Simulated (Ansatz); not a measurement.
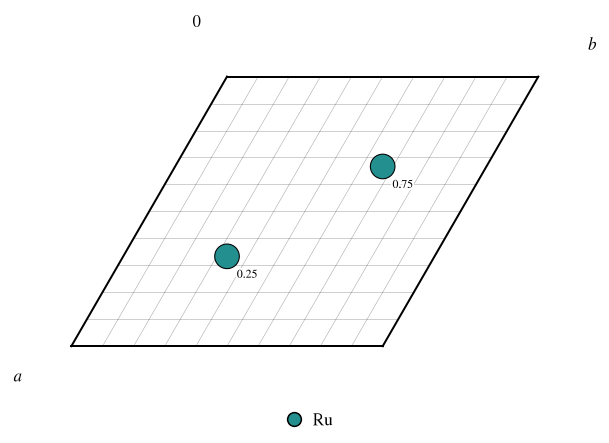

Plan of a unit cell projected along c (a down the page, b across); the numbers are heights as fractions of c, and atoms on the cell's edges are repeated. The grid marks tenths of a and b. Source: the end point of a relaxation at fixed volume with DFT HSE06, scalar-relativistic, plane waves, PAW (Ansatz). Geometry calculated from the standardised cell; symmetry tolerance 0.002 Å.

a = 2.643 Å, b = 2.643 Å, c = 4.133 Å, α = 90.00°, β = 90.00°, γ = 120.00°.

Q: What does the cell contain?

A: 2 Ru: Ru, Z = 2.

Q: Which space group?

A: No. 194, P6₃/mmc, primitive hexagonal.

Q: Give the fractional coordinates of all atoms, to two places.

A:
| atom | x | y | z |
| --- | --- | --- | --- |
| Ru | 0.33 | 0.67 | 0.75 |
| Ru | 0.67 | 0.33 | 0.25 |
